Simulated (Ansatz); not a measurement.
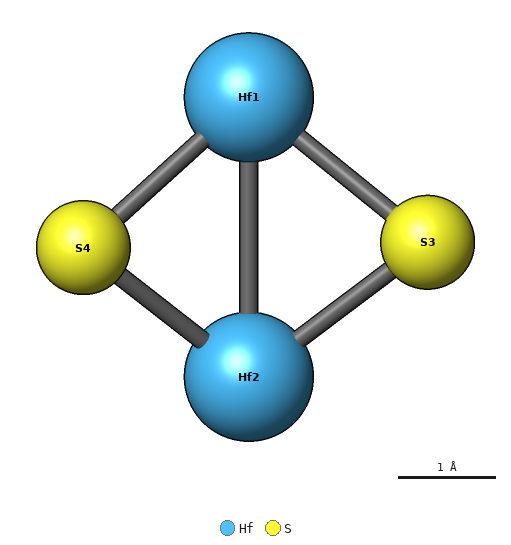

**Figure 1.** The structure (ball-and-stick view, seen on its broad side; atoms are numbered from 1 in the order of the input). Sticks mark near contacts.

## What a change does: single-point calculation on Hf2S2

System: Hf2S2, charge +1, multiplicity 4.
Method of run A: UKS PBE0-D4/def2-TZVP (Ansatz 0.2.0).

The geometry comes from this level: r2SCAN-D4/def2-SVP. Text and figures count atoms from 1; the logs count them from 0 in places.

## Input file, run A
```yaml
crystal:
  periodic: [false, false, false]
  atoms:
    - {symbol: Hf, position_ang: [-1.233623, 0.164593, -0.820860]}
    - {symbol: Hf, position_ang: [0.796145, -0.271578, 1.230904]}
    - {symbol: S, position_ang: [0.259757, -1.691552, -0.616570]}
    - {symbol: S, position_ang: [0.177732, 1.798538, 0.206515]}
basis:
  gaussian: {orbitals: def2-TZVP, initial_orbitals: start.molden}
total_charge: 1
magnetization: {spin_polarized: true, initial_magnetization: 3}
hamiltonian: {xc: pbe0, dispersion: d4}
scf: {omitted_lower_state_checks: [starts]}
output: {orbitals: {seedname: orbitals}}
```

Command:
```bash
ansatz run in.yaml --threads 4 --pin off --events-out ev --progress --plain --max-ram 3916MiB
```

Hardware: 4 threads of Arm Neoverse V1, 23 GiB of memory available, shared host.

## Output (run A)
```
Functional definition: PBE0
  parameter a = 0.25
  parameter kappa = 0.804
  parameter beta = 0.06672455060314922
  exchange = (1 - a)*pbe_x(kappa = kappa, mu = beta*pi^2/3) + a*exact_x
  correlation = pbe_c(beta = beta)
these checks for a lower state are left out or cut short: starts
1328 factors; their error is unknown
mean field evaluation 1: about -24270.2573 eV, gradient 8.8e1 eV
mean field evaluation 2: about -24271.8278 eV, gradient 2.3e0 eV
mean field evaluation 4: about -24271.9333 eV, gradient 1.2e-1 eV
mean field evaluation 8: about -24271.9335 eV, gradient 2.1e-5 eV
mean field -24271.93354224 eV, -891.9771055697 hartree, gradient 2.1e-5 eV, S^2 3.767432; 0 other end points of the search recorded, 0 dependent functions left out
reference -24271.93357697 eV, -891.9771068461 hartree; 29, 26 occupied and 125, 128 virtual orbitals, 1328 factors
Total energy: -24272.07374217 eV, -891.9822578223 hartree
Checks for a lower state left out: starts
```

For run B the input was changed thus:
```diff
-  gaussian: {orbitals: def2-TZVP, initial_orbitals: start.molden}
+  gaussian: {orbitals: def2-SVP, initial_orbitals: start.molden}
-scf: {omitted_lower_state_checks: [starts]}
```

Predict how the results change.

The total energy of run B is 186.0 kcal/mol higher, which measures the change of basis and not a stability. The HOMO goes from −9.36 to −9.42 eV. The LUMO goes from −7.14 to −7.23 eV. The basis functions go from 154 to 100. On the same kind of shared host run B took about 2.1 times as long.

## Output (run B)
```
Functional definition: PBE0
  parameter a = 0.25
  parameter kappa = 0.804
  parameter beta = 0.06672455060314922
  exchange = (1 - a)*pbe_x(kappa = kappa, mu = beta*pi^2/3) + a*exact_x
  correlation = pbe_c(beta = beta)
964 factors; integrals over basis functions are off by at most 6.1e-4 eV
mean field evaluation 1: about -24263.7734 eV, gradient 2.6e0 eV
mean field evaluation 2: about -24263.8083 eV, gradient 6.1e-2 eV
mean field evaluation 4: about -24263.8687 eV, gradient 2.4e-3 eV
mean field evaluation 8: about -24253.5908 eV, gradient 4.0e1 eV
mean field evaluation 16: about -24263.8683 eV, gradient 1.0e-1 eV
mean field evaluation 32: about -24263.8687 eV, gradient 3.6e-5 eV
mean field -24263.86866027 eV, -891.6807266241 hartree, gradient 3.8e-5 eV, S^2 3.766568; 6 other end points of the search recorded, 0 dependent functions left out
reference -24263.86870087 eV, -891.6807281159 hartree; 29, 26 occupied and 71, 74 virtual orbitals, 964 factors
Total energy: -24264.00886607 eV, -891.6858790922 hartree
```

## The two runs side by side

| quantity | run A | run B |
| --- | --- | --- |
| outcome | converged | converged |
| total energy (hartree) | −891.982258 | −891.685879 |
| HOMO (eV) | −9.36 | −9.42 |
| LUMO (eV) | −7.14 | −7.23 |
| ⟨S²⟩ | 3.767 | 3.767 |
| basis functions | 154 | 100 |
| wall time (shared host) | 7 s | 15 s |
